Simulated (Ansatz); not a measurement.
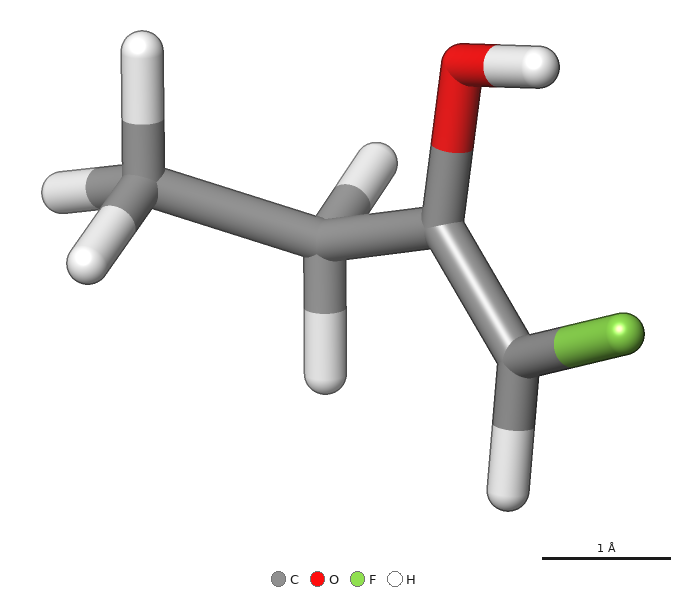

Stick drawing of a structure. Every bond is drawn as one stick, whatever its order.

Computed geometry: PBE0-D4/def2-TZVP optimisation.

**Give the formula.**

C₄H₇FO, 13 atoms: 4 carbon, 7 hydrogen, 1 fluorine and 1 oxygen.

**Give the symmetry (Schoenflies symbol).**

C1.

The parts below concern this one geometry. Atoms keep their numbers from picture to picture.

## Vibrations

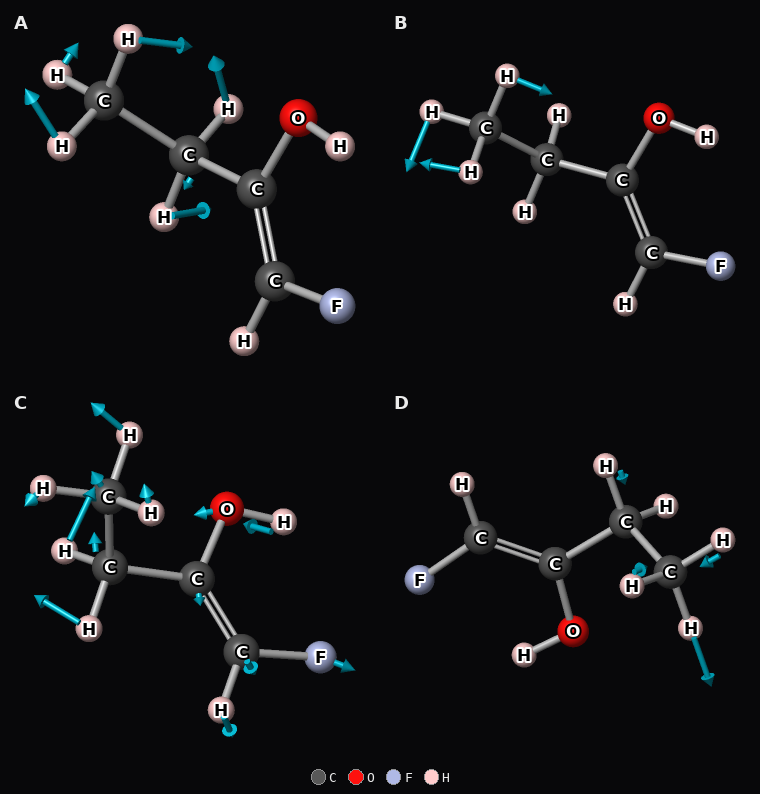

4 normal modes of one molecule or complex, as arrows. Harmonic vibrations computed with RKS PBE0-D4/def2-TZVP (Ansatz 0.2.0) at a stationary point of the same level.

**Match the panels to the wavenumbers 402 cm⁻¹, 793 cm⁻¹, 1488 cm⁻¹, 3145 cm⁻¹.**

A: 793 cm⁻¹, C–C–H bending
B: 1488 cm⁻¹, H–C–H bending
C: 402 cm⁻¹
D: 3145 cm⁻¹, C–H stretching

## Electronic properties

Level of theory: RKS B3LYP-D4/def2-TZVPP (Ansatz 0.2.0).

**What is the HOMO energy (Kohn–Sham orbital)?**

−6.29 eV.

**Estimate the dispersion correction.**

−35.9 kJ/mol.

**What is the LUMO energy (Kohn–Sham orbital)?**

0.60 eV.

**What is the dipole moment?**

1.04 D.

## Thermal motion

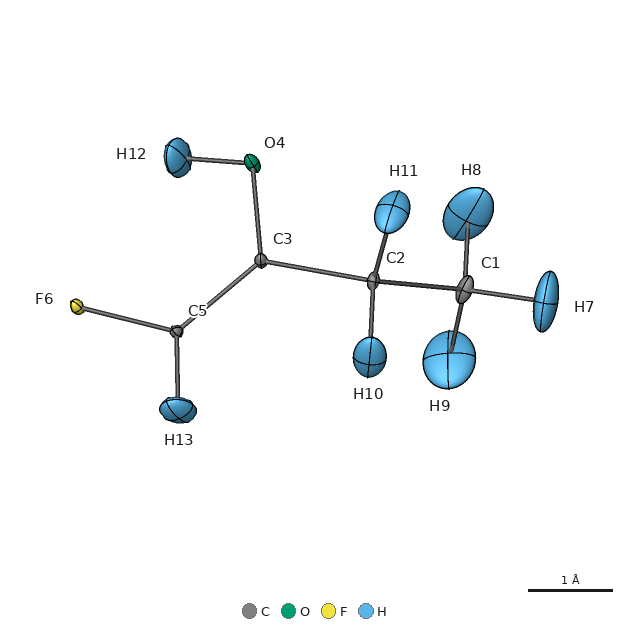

Displacement ellipsoids at the 50 % level, from the internal vibrations of the free molecule (harmonic, no overall translation or rotation; no half-axis is drawn under 0.075 Å). Vibrations computed with RKS PBE0-D4/def2-TZVP (Ansatz 0.2.0). Temperature: 200 K.

**Which atom has the largest mean-square displacement?**

H8, with U_eq = 0.0421 Å².

**Does H8 move more along its bond or across it?**

Across it: the root-mean-square amplitude is 0.108 Å along the bond and up to 0.298 Å across, since bending and torsion are softer than stretching.

Give the displacement parameters, one line for each set of equivalent atoms.

| atom | U_eq (Å²) | rms amplitudes (Å) |
| --- | --- | --- |
| C1 | 0.0062 | 0.033, 0.064, 0.115 |
| C2 | 0.0027 | 0.036, 0.042, 0.072 |
| C3 | 0.0027 | 0.032, 0.048, 0.070 |
| O4 | 0.0043 | 0.038, 0.052, 0.093 |
| C5 | 0.0023 | 0.036, 0.042, 0.062 |
| F6 | 0.0031 | 0.031, 0.051, 0.076 |
| H7 | 0.0289 | 0.092, 0.147, 0.238 |
| H8 | 0.0421 | 0.087, 0.173, 0.298 |
| H9 | 0.0414 | 0.089, 0.204, 0.273 |
| H10 | 0.0228 | 0.083, 0.127, 0.213 |
| H11 | 0.0232 | 0.084, 0.128, 0.215 |
| H12 | 0.0221 | 0.079, 0.137, 0.203 |
| H13 | 0.0181 | 0.078, 0.130, 0.177 |

## Charges

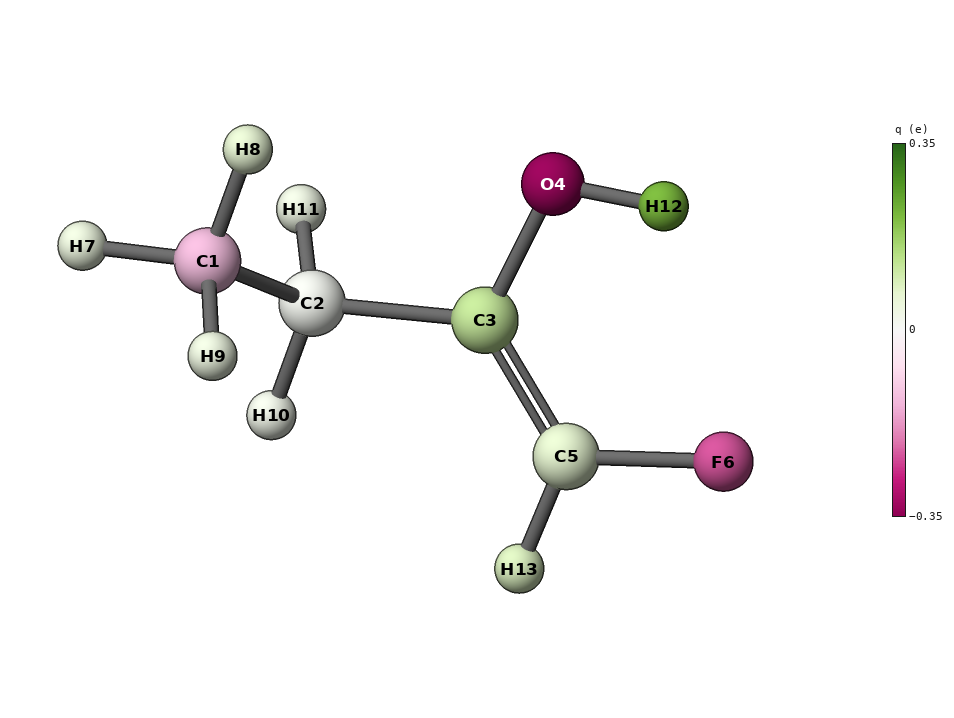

Atoms are coloured by their Mulliken charges. Level of theory: RKS r2SCAN-D4/def2-TZVPP (Ansatz 0.2.0).

**Which atom carries the highest charge (most positive or least negative)?**

H12 (0.21 e).

**And the lowest?**

O4 (−0.33 e).

Give the Mulliken charges atom by atom.

| atom | value (e) |
| --- | --- |
| C1 | −0.13 |
| C2 | 0.01 |
| C3 | 0.12 |
| O4 | −0.33 |
| C5 | 0.07 |
| F6 | −0.23 |
| H7 | 0.04 |
| H8 | 0.06 |
| H9 | 0.04 |
| H10 | 0.02 |
| H11 | 0.03 |
| H12 | 0.21 |
| H13 | 0.08 |

Mulliken values depend strongly on the basis set and can even reverse the polarity of a bond.
